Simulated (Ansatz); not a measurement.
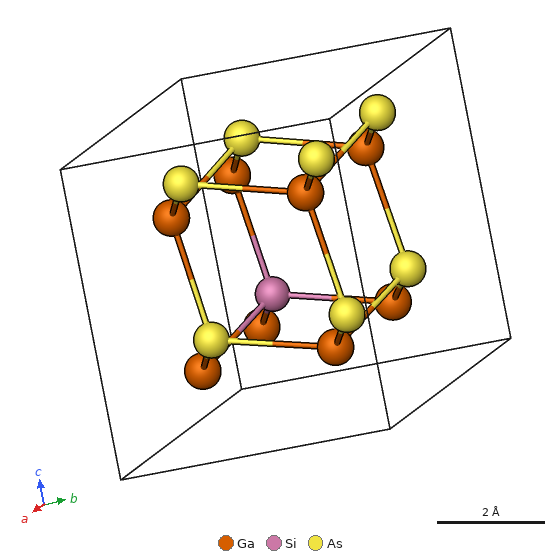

Drawn in the ball-and-stick manner and seen slightly off an axis. The frame is the supercell; atoms at its boundary are shown with their periodic copies. The host is GaAs, in a cell of 16 sites, and the cell is neutral.

### Describe the defect.

Silicon on an arsenic site (a substitutional impurity). It is bonded to four Ga in a tetrahedral arrangement at about 2.3 Å.

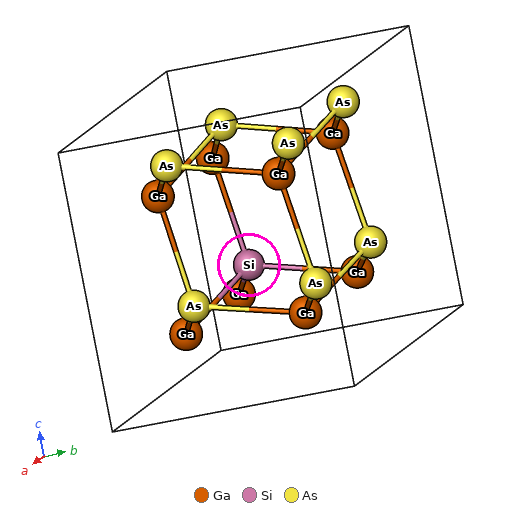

The same cell with a ring at the defect's site.

The atoms were relaxed in the host's cell with DFT LDA, scalar-relativistic, plane waves, PAW (Ansatz 0.2.0).
